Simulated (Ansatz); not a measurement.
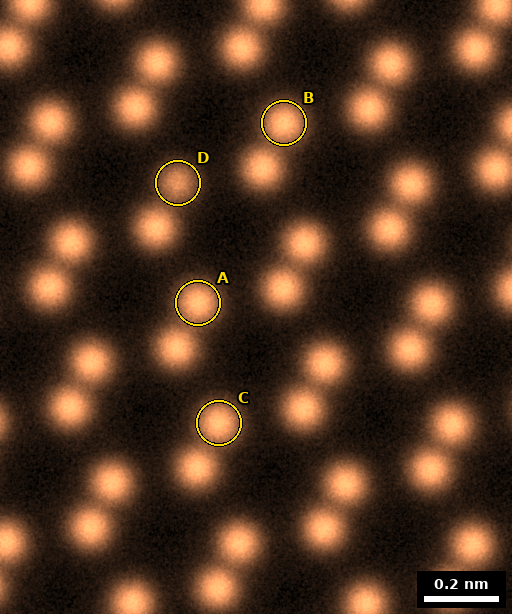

Z-contrast image of Si (Fd-3m, No. 227) along [110]. Simulated incoherent Z contrast: every atom adds Z^1.7 spread by a probe of 0.80 Å full width; channelling and multiple scattering are left out. The probe carries 25 % of its weight in a tail 2.5 times as wide. The display is stretched by a gamma of 0.65; percentages refer to the linear signal. Shot noise was added.

The sample is 2 repeats (7.7 Å) thick. One point defect was put into the perfect crystal, without relaxing the atoms around it. Brightness is counted from the darkest point of the image. Host structure: the geometry given to an electronic-structure calculation, possibly off equilibrium.

Question: Which ringed column holds the defect, and does it scatter more or less than its equals?

Answer: D; it scatters less. The column holds 2 atoms (Si) through the sample, and one Si atom is replaced by C, so its peak drops to about 60 % of that of its equals.
